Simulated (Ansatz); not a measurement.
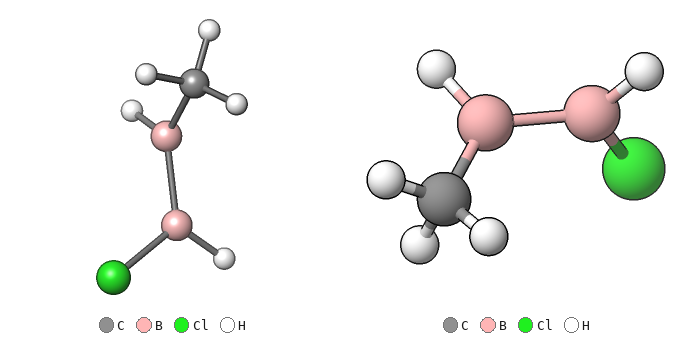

The same structure drawn twice, from different directions.

Question: Count the atoms of each element.

Answer: CH₅B₂Cl, 9 atoms: 1 carbon, 5 hydrogen, 2 boron and 1 chlorine.

Question: How many sets of symmetry-equivalent atoms are there?

Answer: 9: 1 C, 1 B, 1 B, 1 Cl, 1 H, 1 H, 1 H, 1 H, 1 H.

Question: Count the bonded pairs by element.

Answer: 3 C–H, 2 B–H, 1 C–B, 1 B–B, 1 B–Cl.

Question: Describe its rings.

Answer: It has no ring.

Question: Write the SMILES.

Answer: CBBCl

The parts below concern this one geometry. Atoms keep their numbers from picture to picture. The computed structure is the end point of a PBE0-D4/def2-TZVP optimisation. No frequency run is at hand to confirm it as a minimum.

**Shape**

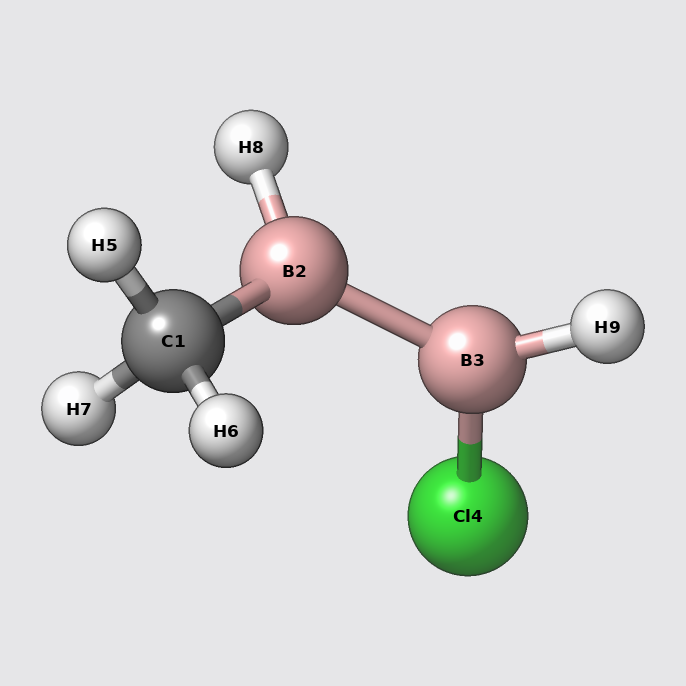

Numbered structure. No frequency run is at hand to confirm it as a minimum.

Question: How are the neighbours of atom 3 arranged?

Answer: B3 has 3 neighbours (B2 at 1.66, Cl4 at 1.76, H9 at 1.20 Å); the arrangement is trigonal planar.

Question: What is the geometry at C1?

Answer: C1 has 4 neighbours (B2 at 1.56, H5 at 1.09, H6 at 1.09, H7 at 1.10 Å); the arrangement is tetrahedral.

Question: What is the geometry at B2?

Answer: B2 has 3 neighbours (C1 at 1.56, B3 at 1.66, H8 at 1.20 Å); the arrangement is trigonal planar.

Question: What is the dihedral angle C1–B2–B3–Cl4?

Answer: 85° in size, that is about perpendicular.

**Charges**

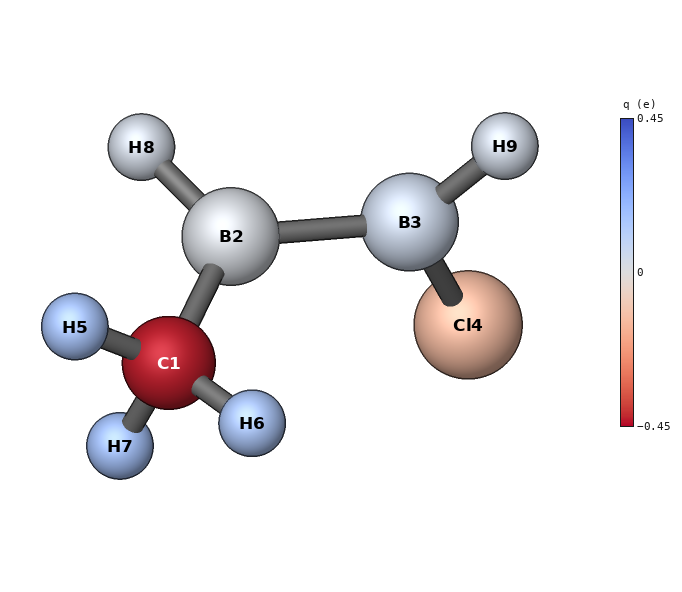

Atoms are coloured by their Mulliken charges. No frequency run is at hand to confirm it as a minimum. Properties computed with RKS PBE0-D4/def2-TZVP (Ansatz 0.2.0).

Question: Which atom carries the highest charge (most positive or least negative)?

Answer: H7 (0.15 e).

Question: And the lowest?

Answer: C1 (−0.43 e).

Give the Mulliken charges atom by atom.

| atom | value (e) |
| --- | --- |
| C1 | −0.43 |
| B2 | 0.01 |
| B3 | 0.05 |
| Cl4 | −0.13 |
| H5 | 0.14 |
| H6 | 0.14 |
| H7 | 0.15 |
| H8 | 0.03 |
| H9 | 0.03 |

**Dipole moment**

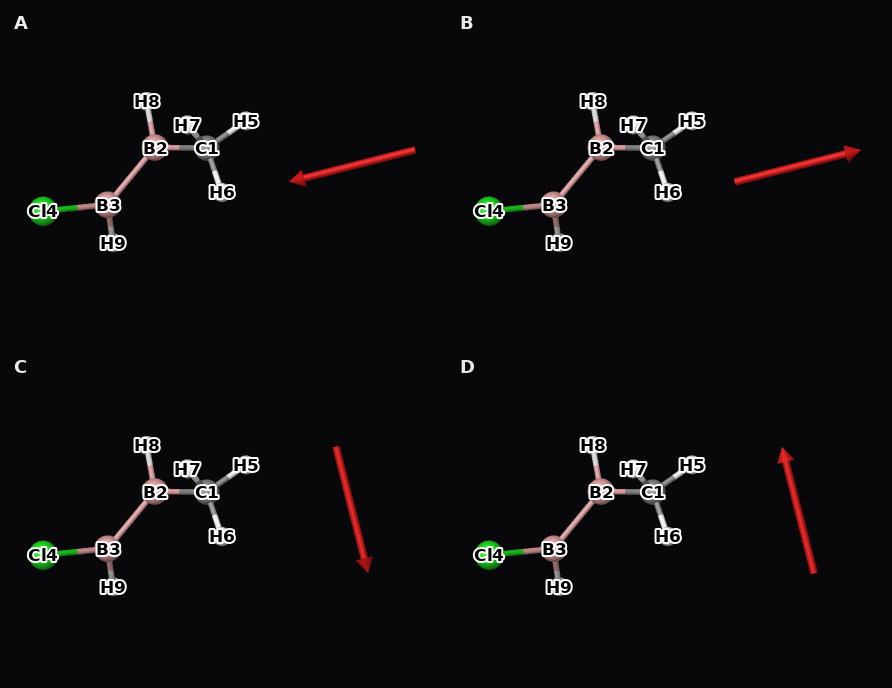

The same molecule four times, each with an arrow. No frequency run is at hand to confirm it as a minimum. Properties computed with RKS PBE0-D4/def2-TZVP (Ansatz 0.2.0).

Question: Which arrow points along the dipole moment, from the negative to the positive end?

Answer: B. The dipole moment is 1.26 D; it points from the side of Cl4 to the side of H5 (the outermost atoms at the two ends).

**Electronic properties**

No frequency run is at hand to confirm it as a minimum. Properties computed with RKS PBE0-D4/def2-TZVPP (Ansatz 0.2.0).

Predict the main results.

- HOMO energy (Kohn–Sham orbital): −7.73 eV
- LUMO energy (Kohn–Sham orbital): −1.47 eV
- HOMO–LUMO gap: 6.26 eV
- dispersion correction: −12.2 kJ/mol

Mulliken values depend strongly on the basis set and can even reverse the polarity of a bond.
